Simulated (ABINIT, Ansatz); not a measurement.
## BeH2 (P-3m1): zone-centre phonons

Aim: the zone-centre modes of BeH2 (P-3m1).

Method: DFT LDA, scalar-relativistic, plane waves, PseudoDojo norm-conserving pseudopotentials, in ABINIT 10.8.3.

The structure was built from a prototype and need not be the compound's stable phase.

## Step 1: Starting point

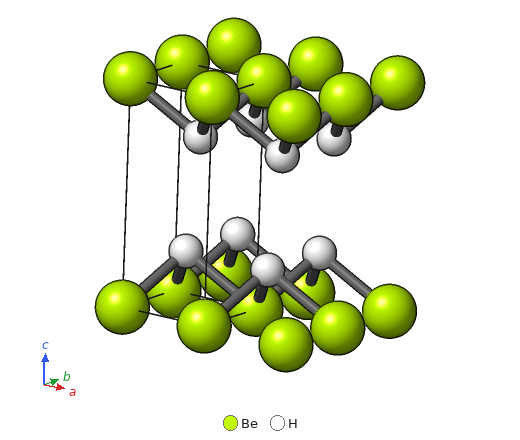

The cell as given, from a free direction (beryllium green, hydrogen white). 2×2×1 cells are drawn. Bonds to atoms that aren't drawn are left out. Some periodic images of atoms are drawn too.

As a file:

```
Be H
1.0
     2.28940    0.00000    0.00000
    -1.14470    1.98268    0.00000
     0.00000    0.00000    3.92626
Be H
1 2
Direct
  0.00000 0.00000 0.00000
  0.33333 0.66667 0.22386
  0.66667 0.33333 0.77614
```

## Step 2: Relaxing the cell and atoms

The harmonic expansion needs vanishing forces, and a free crystal bears no stress, so cell and atoms are brought to rest. Stress is more sensitive to the basis than forces are: the last 3 Ha under the cutoff are smoothed with ecutsm, and the cutoff is raised above that of the later runs.

The starting cell comes from a relaxation made beforehand in Ansatz (LDA, PseudoDojo NC).

Input file relax.abi:

```
# relaxation
ionmov 2
optcell 2
dilatmx 1.08
ntime 40
tolmxf 1.0d-05
tolvrs 1.0d-14
prtwf 0
prtden 0
chksymtnons 0

# basis, mesh and filling
ecut 47.0
ecutsm 3.0
ngkpt 9 9 6
nshiftk 1
shiftk 0.0 0.0 0.0
istwfk *1
occopt 1
nband 3
nstep 100
diemac 9.0
prtebands 0
prtgsr 0
useylm 1

# cell and atoms
acell 3*1.0 Angstrom
rprim 
    2.289399968 0.0 0.0
    -1.144699984 1.982678531 0.0
    0.0 0.0 3.92626381
ntypat 2
znucl 4 1
natom 3
typat 1 2 2
xred 
    0.0 0.0 0.0
    1/3 2/3 0.2238639731
    2/3 1/3 0.7761360269
pp_dirpath "./pseudo"
pseudos "Be.upf, H.upf"
```

On the command line:

```
> OMP_NUM_THREADS=1 mpirun -n 4 abinit relax.abi > relax.log
```

Numbers of over 12 decimals in the logs are rounded to 6 here.

relax.abo, the main output file:

```text
[banners, grids, parts of the stress and lines that vanish by symmetry left out]
- input  file    -> relax.abi
- output file    -> relax.abo
- root for input  files -> relaxi
[...]
Symmetries : space group P-3 m 1 (#164); Bravais hP (primitive hexag.)
[...]
mpw =        2349          nfft =       45000          nkpt =          62
[...]
== DATASET  1 ==================================================================
[...]
cutoff_energies: {ecut:  47.0, pawecutdg:  -1.0, }
[...]
ETOT  1  -14.963390313397    -1.496E+01 8.720E-02 1.543E+02
 ETOT  2  -14.976268309340    -1.288E-02 9.467E-08 4.453E+00
 ETOT  3  -14.976424630140    -1.563E-04 2.149E-06 3.156E-02
 ETOT  4  -14.976425930612    -1.300E-06 5.124E-08 3.076E-03
 ETOT  5  -14.976426044840    -1.142E-07 1.503E-09 1.499E-06
[...]
At SCF step   10       vres2   =  2.08E-17 < tolvrs=  1.00E-14 =>converged.
[...]
sigma(1 1)=  1.22256031E-06  sigma(3 2)=  0.00000000E+00
  sigma(2 2)=  1.22256134E-06  sigma(3 1)=  0.00000000E+00
  sigma(3 3)=  1.41616282E-06  sigma(2 1)=  0.00000000E+00
[...]
convergence: {deltae:  2.309E-14, res2:  2.084E-17, residm:  8.665E-21, diffor: null, }
etotal    :  -1.49764260E+01
[...]
ETOT  1  -14.976426030237    -1.498E+01 2.818E-11 6.573E-04
[...]
At SCF step    7       vres2   =  1.59E-16 < tolvrs=  1.00E-14 =>converged.
[...]
sigma(1 1)=  8.42156787E-07  sigma(3 2)=  0.00000000E+00
  sigma(2 2)=  8.42157815E-07  sigma(3 1)=  0.00000000E+00
  sigma(3 3)=  1.16358503E-06  sigma(2 1)=  0.00000000E+00
[...]
convergence: {deltae: -2.736E-13, res2:  1.595E-16, residm:  5.711E-20, diffor: null, }
etotal    :  -1.49764261E+01
[...]
ETOT  1  -14.976425827161    -1.498E+01 3.345E-04 5.548E-03
[...]
At SCF step    7       vres2   =  1.42E-15 < tolvrs=  1.00E-14 =>converged.
[...]
sigma(1 1)= -2.38202881E-07  sigma(3 2)=  0.00000000E+00
  sigma(2 2)= -2.38201854E-07  sigma(3 1)=  0.00000000E+00
  sigma(3 3)=  4.11549231E-07  sigma(2 1)=  0.00000000E+00
[...]
convergence: {deltae:  2.363E-13, res2:  1.422E-15, residm:  5.474E-19, diffor: null, }
etotal    :  -1.49764261E+01
[...]
ETOT  1  -14.976426084088    -1.498E+01 2.430E-11 4.031E-05
[...]
At SCF step    6       vres2   =  3.49E-15 < tolvrs=  1.00E-14 =>converged.
[...]
sigma(1 1)= -3.03967160E-07  sigma(3 2)=  0.00000000E+00
  sigma(2 2)= -3.03966132E-07  sigma(3 1)=  0.00000000E+00
  sigma(3 3)=  3.32892360E-07  sigma(2 1)=  0.00000000E+00
[...]
convergence: {deltae:  1.688E-13, res2:  3.493E-15, residm:  3.138E-19, diffor: null, }
etotal    :  -1.49764261E+01
[...]
ETOT  1  -14.976425966430    -1.498E+01 1.214E-09 3.547E-03
[...]
sigma(1 1)= -6.65219510E-07  sigma(3 2)=  0.00000000E+00
  sigma(2 2)= -6.65218481E-07  sigma(3 1)=  0.00000000E+00
[...]
convergence: {deltae: -3.553E-13, res2:  3.509E-15, residm:  1.867E-18, diffor: null, }
etotal    :  -1.49764261E+01
[...]
ETOT  1  -14.976426130960    -1.498E+01 5.132E-07 2.762E-04
[...]
convergence: {deltae: -1.634E-13, res2:  1.108E-15, residm:  3.994E-20, diffor: null, }
etotal    :  -1.49764261E+01
[...]
ETOT  1  -14.976426138493    -1.498E+01 2.321E-07 3.340E-04
[...]
convergence: {deltae: -2.096E-13, res2:  3.053E-16, residm:  9.765E-20, diffor: null, }
etotal    :  -1.49764262E+01
[...]
ETOT  1  -14.976426152102    -1.498E+01 1.184E-13 1.863E-04
[...]
convergence: {deltae: -1.634E-13, res2:  3.649E-15, residm:  3.898E-19, diffor: null, }
etotal    :  -1.49764262E+01
[...]
ETOT  1  -14.976426161527    -1.498E+01 1.063E-13 4.272E-05
[...]
convergence: {deltae: -1.208E-13, res2:  1.335E-15, residm:  9.078E-20, diffor: null, }
etotal    :  -1.49764262E+01
[...]
ETOT  1  -14.976426164606    -1.498E+01 2.088E-12 1.205E-05
[...]
At SCF step    6       vres2   =  7.11E-16 < tolvrs=  1.00E-14 =>converged.
[...]
sigma(2 2)=  2.00930328E-07  sigma(3 1)=  0.00000000E+00
  sigma(3 3)=  2.41908887E-08  sigma(2 1)=  0.00000000E+00
[...]
convergence: {deltae:  1.634E-13, res2:  7.113E-16, residm:  6.544E-20, diffor: null, }
etotal    :  -1.49764262E+01
[...]
ETOT  1  -14.976426162713    -1.498E+01 2.392E-13 6.397E-05
[...]
ETOT  5  -14.976426165644    -2.451E-13 7.224E-17 8.044E-13
 ETOT  6  -14.976426165643     3.304E-13 2.577E-19 3.290E-15
 At SCF step    6       vres2   =  3.29E-15 < tolvrs=  1.00E-14 =>converged.
[...]
sigma(1 1)=  5.42044799E-08  sigma(3 2)=  0.00000000E+00
  sigma(2 2)=  5.42055099E-08  sigma(3 1)=  0.00000000E+00
  sigma(3 3)=  4.19940152E-08  sigma(2 1)=  0.00000000E+00
[...]
convergence: {deltae:  3.304E-13, res2:  3.290E-15, residm:  2.577E-19, diffor: null, }
etotal    :  -1.49764262E+01
[...]
At Broyd/MD step  11, gradients are converged :
[...]
sigma(1 1)=  5.42044799E-08  sigma(3 2)=  0.00000000E+00
  sigma(2 2)=  5.42055099E-08  sigma(3 1)=  0.00000000E+00
  sigma(3 3)=  4.19940152E-08  sigma(2 1)=  0.00000000E+00
[...]
- sigma(1 1)=  1.59475086E-03  sigma(3 2)=  0.00000000E+00
- sigma(2 2)=  1.59478116E-03  sigma(3 1)=  0.00000000E+00
- sigma(3 3)=  1.23550658E-03  sigma(2 1)=  0.00000000E+00
[...]
fcart     -1.6599368694E-27 -1.9167299974E-28 -0.0000000000E+00
           strten      5.4204479927E-08  5.4205509943E-08  4.1994015175E-08
================================================================================

[key lines of the parts left out:]
pressure_GPa:  -1.4750E-03
Total energy (etotal) [Ha]= -1.49764261656432E+01
```

It took 29 s on 4 MPI ranks of Arm Neoverse V1, shared host.

Step by step:

```csv
step,energy less that of the first step (eV),largest force (eV/Å),volume (Å³)
1,0.0000,0.0000,17.82
2,0.0000,0.0004,17.82
3,0.0000,0.0016,17.81
4,0.0000,0.0016,17.81
5,0.0000,0.0021,17.80
6,0.0000,0.0019,17.80
7,0.0000,0.0012,17.80
8,0.0000,0.0007,17.80
9,0.0000,0.0003,17.80
10,0.0000,0.0000,17.80
11,0.0000,0.0001,17.80
```

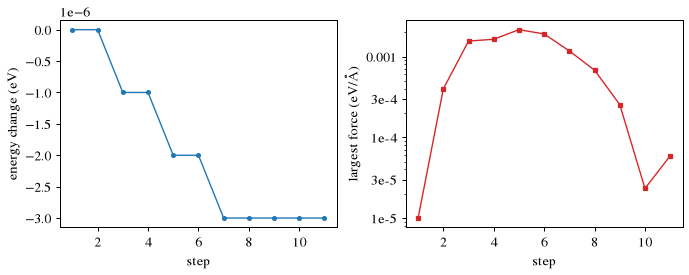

Energy and largest force along the relaxation.

```csv
"conventional cell, symmetrised",before,after,change
a (Å),2.289,2.289,-0.0 %
b (Å),2.289,2.289,-0.0 %
c (Å),3.926,3.922,-0.1 %
volume (Å³/atom),5.94,5.93,-0.1 %
```

Final coordinates:

```
Be H
1.0
     2.28906    0.00000    0.00000
    -1.14453    1.98239    0.00000
     0.00000    0.00000    3.92178
Be H
1 2
Cartesian
  0.0000 0.0000 0.0000
  0.0000 1.3216 0.8790
  1.1445 0.6608 3.0428
```

This step gave:

```yaml
volume_per_atom: 5.932 Å³
pressure: -0.001475 GPa
```

## Step 3: Self-consistent run for the response

The response is built on these wavefunctions, so the potential is converged far more tightly than an energy would need. The mesh is shifted off Γ, since shifted meshes converge sums over the zone faster.

Input file gs.abi:

```
# ground state
tolvrs 1.0d-16
prtden 1
prtwf 1

# basis, mesh and filling
ecut 38.0
ngkpt 9 9 6
nshiftk 1
shiftk 0.0 0.0 0.5
istwfk *1
occopt 1
nband 3
nstep 100
diemac 9.0
prtebands 0
prtgsr 0
useylm 1

# cell and atoms
acell 3*1.0 Angstrom
rprim 
    2.289061333 0.0 0.0
    -1.144530667 1.982385266 0.0
    0.0 0.0 3.921777633
ntypat 2
znucl 4 1
natom 3
typat 1 2 2
xred 
    0.0 0.0 0.0
    1/3 2/3 0.2241311228
    2/3 1/3 0.7758688772
pp_dirpath "./pseudo"
pseudos "Be.upf, H.upf"
```

On the command line:

```
> OMP_NUM_THREADS=1 mpirun -n 4 abinit gs.abi > gs.log
```

gs.abo, the main output file:

```text
[banners, grids, parts of the stress and lines that vanish by symmetry left out]
- input  file    -> gs.abi
- output file    -> gs.abo
- root for input  files -> gsi
[...]
Symmetries : space group P-3 m 1 (#164); Bravais hP (primitive hexag.)
[...]
mpw =        1371          nfft =       32805          nkpt =          57
[...]
== DATASET  1 ==================================================================
[...]
cutoff_energies: {ecut:  38.0, pawecutdg:  -1.0, }
[...]
ETOT  1  -14.965583236749    -1.497E+01 2.826E-02 1.177E+02
 ETOT  2  -14.976104319338    -1.052E-02 8.275E-08 2.350E+00
 ETOT  3  -14.976210186449    -1.059E-04 1.300E-06 3.679E-02
 ETOT  4  -14.976211652508    -1.466E-06 3.499E-08 4.818E-04
 ETOT  5  -14.976211679274    -2.677E-08 4.707E-10 2.076E-06
[...]
ETOT  9  -14.976211679408    -4.796E-14 9.599E-20 5.056E-16
 ETOT 10  -14.976211679408    -5.329E-14 8.126E-22 7.021E-18
 At SCF step   10       vres2   =  7.02E-18 < tolvrs=  1.00E-16 =>converged.
[...]
sigma(1 1)=  2.46567951E-05  sigma(3 2)=  0.00000000E+00
  sigma(2 2)=  2.46567939E-05  sigma(3 1)=  0.00000000E+00
  sigma(3 3)=  2.47297833E-05  sigma(2 1)=  3.68286904E-13
[...]
convergence: {deltae: -5.329E-14, res2:  7.021E-18, residm:  8.126E-22, diffor: null, }
etotal    :  -1.49762117E+01
[...]
sigma(1 1)=  2.46567951E-05  sigma(3 2)=  0.00000000E+00
  sigma(2 2)=  2.46567939E-05  sigma(3 1)=  0.00000000E+00
  sigma(3 3)=  2.47297833E-05  sigma(2 1)=  3.68286904E-13
[...]
- sigma(1 1)=  7.25427957E-01  sigma(3 2)=  0.00000000E+00
- sigma(2 2)=  7.25427922E-01  sigma(3 1)=  0.00000000E+00
- sigma(3 3)=  7.27575343E-01  sigma(2 1)=  1.08353748E-08
[...]
fcart      1.4939431820E-27  3.9292964910E-27 -0.0000000000E+00
           strten      2.4656795086E-05  2.4656793906E-05  2.4729783266E-05
================================================================================

[key lines of the parts left out:]
pressure_GPa:  -7.2614E-01
```

It took 3.7 s on 4 MPI ranks; 14 s of CPU time.

Numbers from this step:

* pressure: -0.7261 GPa

The cell stands at -0.73 GPa: the relaxation ran with a smoothed and higher cutoff and on another k mesh.

## Step 4: Empty bands

Empty bands on the ground state's density check that the gap assumed so far is there in this cell.

Input file gap.abi:

```
# empty bands on the ground state's density
iscf -2
getden_filepath "gso_DEN"
tolwfr 1.0d-12
nbdbuf 2
prtwf 0

# basis, mesh and filling
ecut 38.0
ngkpt 9 9 6
nshiftk 1
shiftk 0.0 0.0 0.0
istwfk *1
occopt 1
nband 7
nstep 100
diemac 9.0
prtebands 0
prtgsr 0
useylm 1

# cell and atoms
acell 3*1.0 Angstrom
rprim 
    2.289061333 0.0 0.0
    -1.144530667 1.982385266 0.0
    0.0 0.0 3.921777633
ntypat 2
znucl 4 1
natom 3
typat 1 2 2
xred 
    0.0 0.0 0.0
    1/3 2/3 0.2241311228
    2/3 1/3 0.7758688772
pp_dirpath "./pseudo"
pseudos "Be.upf, H.upf"
```

On the command line:

```
> OMP_NUM_THREADS=1 mpirun -n 4 abinit gap.abi > gap.log
```

gap.abo, the main output file:

```text
[banners, grids, parts of the stress and lines that vanish by symmetry left out]
- input  file    -> gap.abi
- output file    -> gap.abo
- root for input  files -> gapi
[...]
Symmetries : space group P-3 m 1 (#164); Bravais hP (primitive hexag.)
[...]
mpw =        1380          nfft =       32805          nkpt =          62
[...]
== DATASET  1 ==================================================================
[...]
cutoff_energies: {ecut:  38.0, pawecutdg:  -1.0, }
[...]
-outvars: echo values of variables after computation
            acell      1.8897261259E+00  1.8897261259E+00  1.8897261259E+00 Bohr
================================================================================
```

Wall time 3.4 s (4 MPI ranks).

Read from the output:

| Item | Value |
| --- | --- |
| gap on the k-mesh | 3.573 eV |

In this cell the gap on the mesh is 3.6 eV, indirect (smallest direct 3.8 eV), so fixed occupations hold.

## Step 5: Linear response at Γ

The derivative of the wavefunctions by k comes first, since the response to a field is built on it; then the field and the displacements that symmetry doesn't supply are solved at q = 0.

It reads the wavefunctions written in step 3.

Input file dfpt_gamma.abi:

```
ndtset 2

# common to the responses
getwfk_filepath "gso_WFK"
kptopt 2
nqpt 1
qpt 0.0 0.0 0.0
asr 0
chneut 0

# d/dk
rfelfd1 2
rfdir1 1 1 1
iscf1 -3
tolwfr1 1.0d-20

# displacements, field
rfphon2 1
rfatpol2 1 3
rfdir2 1 1 1
rfelfd2 3
getddk2 1
tolvrs2 1.0d-10
prtwf2 0

# basis, mesh and filling
ecut 38.0
ngkpt 9 9 6
nshiftk 1
shiftk 0.0 0.0 0.5
istwfk *1
occopt 1
nband 3
nstep 100
diemac 9.0
prtebands 0
prtgsr 0
useylm 1

# cell and atoms
acell 3*1.0 Angstrom
rprim 
    2.289061333 0.0 0.0
    -1.144530667 1.982385266 0.0
    0.0 0.0 3.921777633
ntypat 2
znucl 4 1
natom 3
typat 1 2 2
xred 
    0.0 0.0 0.0
    1/3 2/3 0.2241311228
    2/3 1/3 0.7758688772
pp_dirpath "./pseudo"
pseudos "Be.upf, H.upf"
```

On the command line:

```
> OMP_NUM_THREADS=1 mpirun -n 4 abinit dfpt_gamma.abi > dfpt_gamma.log
```

dfpt_gamma.abo, the main output file:

```text
[banners, grids, parts of the stress and lines that vanish by symmetry left out]
- input  file    -> dfpt_gamma.abi
- output file    -> dfpt_gamma.abo
- root for input  files -> dfpt_gammai
[...]
DATASET    1 : space group P-3 m 1 (#164); Bravais hP (primitive hexag.)
[...]
nfft =       32805          nkpt =         243
[...]
DATASET    2 : space group P-3 m 1 (#164); Bravais hP (primitive hexag.)
[...]
nfft =       32805          nkpt =         243
[...]
== DATASET  1 ==================================================================
[...]
cutoff_energies: {ecut:  38.0, pawecutdg:  -1.0, }
[...]
-  1.00000   1.00000  180309                  znucl, zion, pspdat
[...]
Perturbation : derivative vs k along direction   1
[...]
-ETOT  1  -18.282195398111     -1.828E+01 2.334E-01 0.000E+00
 ETOT  2  -18.289314815735     -7.119E-03 1.290E-04 0.000E+00
 ETOT  3  -18.289319919428     -5.104E-06 3.478E-07 0.000E+00
 ETOT  4  -18.289319925950     -6.521E-09 8.219E-10 0.000E+00
 ETOT  5  -18.289319925961     -1.185E-11 2.996E-12 0.000E+00
[...]
At SCF step    9   max residual=  9.95E-21 < tolwfr=  1.00E-20 =>converged.
[...]
Perturbation : derivative vs k along direction   2
[...]
-ETOT  1  -18.282192980420     -1.828E+01 2.334E-01 0.000E+00
[...]
At SCF step    9   max residual=  9.95E-21 < tolwfr=  1.00E-20 =>converged.
[...]
Perturbation : derivative vs k along direction   3
[...]
-ETOT  1  -4.680358     -4.680E+00 4.543E-02 0.000E+00
[...]
At SCF step    8   max residual=  9.79E-21 < tolwfr=  1.00E-20 =>converged.
[...]
1        1       1.9543000558    0.0000000000
     1        2      -0.6769893982    0.0000000000
     1        3       0.0000000000    0.0000000000
     2        1      -0.6769893982    0.0000000000
     2        2       1.1725800338   -0.0000000000
     2        3       0.0000000000    0.0000000000
     3        1       0.0000000000    0.0000000000
     3        2       0.0000000000    0.0000000000
     3        3       0.9063771335   -0.0000000000
[...]
== DATASET  2 ==================================================================
[...]
cutoff_energies: {ecut:  38.0, pawecutdg:  -1.0, }
[...]
Perturbation : displacement of atom   1   along direction   1
[...]
-ETOT  1   1.171295     -1.463E+03 3.090E+01 2.139E+01
[...]
At SCF step    7       vres2   =  9.24E-12 < tolvrs=  1.00E-10 =>converged.
[...]
Perturbation : displacement of atom   1   along direction   3
[...]
-ETOT  1   7.825571     -4.379E+03 9.427E+01 2.623E+03
[...]
At SCF step    8       vres2   =  2.48E-11 < tolvrs=  1.00E-10 =>converged.
[...]
Perturbation : displacement of atom   2   along direction   1
[...]
-ETOT  1  0.824638     -1.944E+01 9.101E-02 1.160E+02
[...]
At SCF step    7       vres2   =  1.09E-11 < tolvrs=  1.00E-10 =>converged.
[...]
Perturbation : displacement of atom   2   along direction   3
[...]
-ETOT  1   3.895039     -5.934E+01 1.216E-01 3.152E+03
[...]
At SCF step    9       vres2   =  2.65E-12 < tolvrs=  1.00E-10 =>converged.
[...]
Perturbation : homogeneous electric field along direction   1
[...]
-ETOT  1  -155.70983057955     -1.557E+02 4.858E+00 2.085E+03
[...]
At SCF step    8       vres2   =  1.58E-11 < tolvrs=  1.00E-10 =>converged.
[...]
Perturbation : homogeneous electric field along direction   3
[...]
-ETOT  1  -15.004941461149     -1.500E+01 4.935E-01 3.099E+04
[...]
ETOT  7  -19.144661409338     -8.162E-11 6.922E-13 1.093E-08
 ETOT  8  -19.144661409339     -1.315E-12 8.573E-15 6.056E-11
 At SCF step    8       vres2   =  6.06E-11 < tolvrs=  1.00E-10 =>converged.
[...]
Dielectric tensor, in cartesian coordinates,
[...]
1    5   1    5         6.8174541522        -0.0000000000
   1    5   2    5        -0.0000000015        -0.0000000000
   1    5   3    5        -0.0000000000        -0.0000000000
   2    5   1    5        -0.0000000015        -0.0000000000
   2    5   2    5         6.8174541569        -0.0000000000
   2    5   3    5        -0.0000000000        -0.0000000000
   3    5   1    5        -0.0000000000        -0.0000000000
   3    5   2    5        -0.0000000000        -0.0000000000
   3    5   3    5         3.7869964814        -0.0000000000
  Effective charges, in cartesian coordinates,
[...]
1    1   1    5         2.2204016634         0.0000000000
   2    1   1    5         0.0000000000         0.0000000000
   3    1   1    5         0.0000000000         0.0000000000
   1    2   1    5        -1.1027383121         0.0000000000
   2    2   1    5         0.0000000000         0.0000000000
[...]
Effective charges, in cartesian coordinates,
[...]
2    5   1    3         0.0000000000         0.0000000000
   3    5   1    3         0.0000000000         0.0000000000
   1    5   2    3         0.0000000000         0.0000000000
   2    5   2    3        -1.1027383114         0.0000000000
   3    5   2    3         0.0000000000         0.0000000000
   1    5   3    3         0.0000000000         0.0000000000
   2    5   3    3         0.0000000000         0.0000000000
   3    5   3    3        -0.2973880796         0.0000000000
  Phonon wavevector (reduced coordinates) :  0.00000  0.00000  0.00000
 Phonon energies in Hartree :
[...]
Phonon frequencies in cm-1    :
-  2.778047E-01  2.778055E-01  5.129169E-01  7.695782E+02  7.695782E+02
-  1.309327E+03  1.309327E+03  1.311713E+03  1.385944E+03
  Phonon at Gamma, with non-analyticity in the
[...]
Phonon energies in Hartree :
[...]
Phonon frequencies in cm-1    :
-  2.778047E-01  5.129169E-01  1.668447E+00  7.695782E+02  1.309327E+03
-  1.309327E+03  1.311713E+03  1.338930E+03  1.385944E+03
  Phonon at Gamma, with non-analyticity in the
[...]
Phonon energies in Hartree :
[...]
Phonon frequencies in cm-1    :
-  2.778055E-01  5.129169E-01  1.668446E+00  7.695782E+02  1.309327E+03
-  1.309327E+03  1.311713E+03  1.338930E+03  1.385944E+03
  Phonon at Gamma, with non-analyticity in the
[...]
Phonon energies in Hartree :
[...]
Phonon frequencies in cm-1    :
-  2.778047E-01  2.778055E-01  6.864607E-01  7.695782E+02  7.695782E+02
-  1.309327E+03  1.309327E+03  1.370240E+03  1.385944E+03
[...]
fcart2     0.0000000000E+00  0.0000000000E+00  0.0000000000E+00
           strten2     0.0000000000E+00  0.0000000000E+00  0.0000000000E+00
================================================================================
```

The job ended after 47 s (4 MPI ranks).

Read from the output:

- miss of the charge sum rule: 0.01493 e
- largest acoustic frequency at the zone centre before the sum rule: 0.51 cm⁻¹
- highest optical zone-centre mode (no LO-TO term): 1386 cm⁻¹
- lowest optical zone-centre mode: 769.6 cm⁻¹
- mean high-frequency dielectric constant: 5.807
- largest Born charge in size (third of the trace): 1.679 e

Born charge (rows field, columns displacement), before the sum rule (e), principal values of the symmetric part by kind of site:

```csv
atom,atoms with these values,low,middle,high,mean
Be1,1,0.60,2.22,2.22,1.68
H2,2,-1.10,-1.10,-0.30,-0.83
```

In full for Be1:

```
2.22 0.00 0.00
0.00 2.22 0.00
0.00 0.00 0.60
```

High-frequency dielectric tensor:

```
6.82 0.00 0.00
0.00 6.82 0.00
0.00 0.00 3.79
```

The acoustic modes at Γ come out as far as 0.5 cm⁻¹ from zero, where they should vanish, a small numerical error; the Born charges miss their sum rule by 0.015 e, which is good.

(Continued in part 2 of 2.)

[Host names and launcher messages were left out of these logs when they were recorded.]

[Logs are printed without paths, hosts, clocks, repeated set-up lines and the standing remarks that a program may print on its own settings, such as how far it seeks lower states.]

[Hosts, paths, dates, database ids (printed as entryN), source tags and the programs' standing remarks are cut or masked in the printed files.]
